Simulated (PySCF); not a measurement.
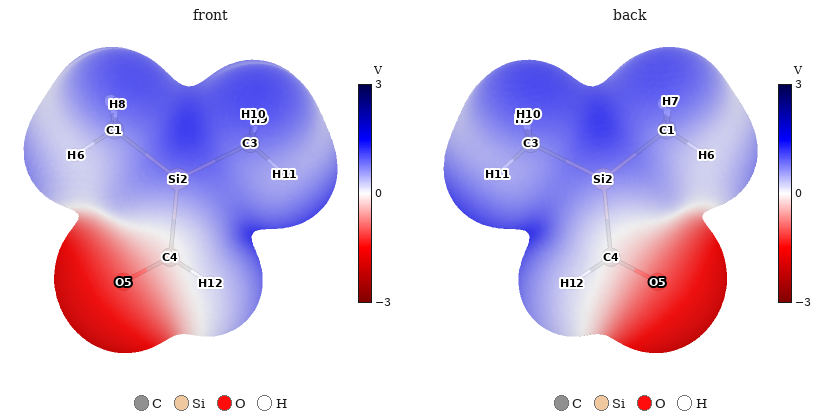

Figure. C3H7OSi (doublet). The molecular electrostatic potential painted on the density surface at 0.002 e/bohr³, seen from the front and from behind; red is negative and blue positive.

Geometry: GFN2-xTB.

Computed with UKS B3LYP, pcH-1 on C H O Si, non-relativistic, mean-field spin-orbit, GIAO (PySCF 2.14.0, density-fitted response routines).

```xyz
12

C     1.6579   -0.6549    0.1512
Si   -0.0168    0.1938   -0.0846
C    -1.5412   -0.8136    0.4243
C    -0.1674    1.9068   -0.7549
O     0.8053    2.5918   -1.0873
H     2.4551    0.0207   -0.1466
H     1.7406   -1.5578   -0.4512
H     1.8233   -0.9349    1.1902
H    -1.5142   -1.0600    1.4827
H    -1.5944   -1.7493   -0.1266
H    -2.4597   -0.2654    0.2365
H    -1.1873    2.3221   -0.8599
```

Q: Describe the electrostatic potential map.

A: The most negative region (about −2.0 V, or −46 kcal/mol for a unit charge) lies over O5, the most positive (about +1.2 V, or +28 kcal/mol for a unit charge) over Si2. O5 is the likeliest acceptor of a hydrogen bond.
